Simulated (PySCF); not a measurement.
H₄AlClN₂, SMILES [NH2][Al]([NH2])[Cl], singlet at its CAM-B3LYP/def2-SVP optimised geometry (Å):

```
8

Al    -0.1853    -0.2808     0.0000
Cl    -1.1781    -2.1362    -0.0002
N     -1.1589     1.1858     0.0000
H     -2.1728     1.1904     0.0001
H     -0.8064     2.1362    -0.0010
N      1.5751    -0.2808     0.0000
H      2.1728     0.5378    -0.0006
H      2.1389    -1.1235     0.0002
```

Computed with CAM-B3LYP/def2-TZVP in PySCF. Cells within 0.4 Å of a nucleus heavier than hydrogen are left out (blank, or x).

Map of the deformation density (molecule minus spherical neutral atoms) (e/bohr³) on the plane z = 0.0 Å:

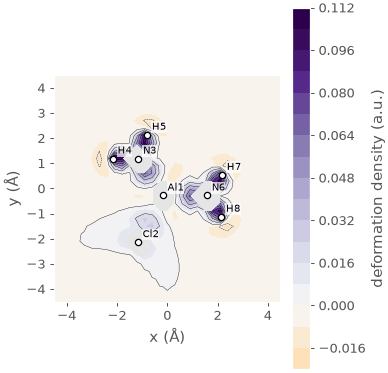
Fig. 1. Deformation density (molecule minus spherical neutral atoms) (e/bohr³) on the plane z = 0.0 Å.
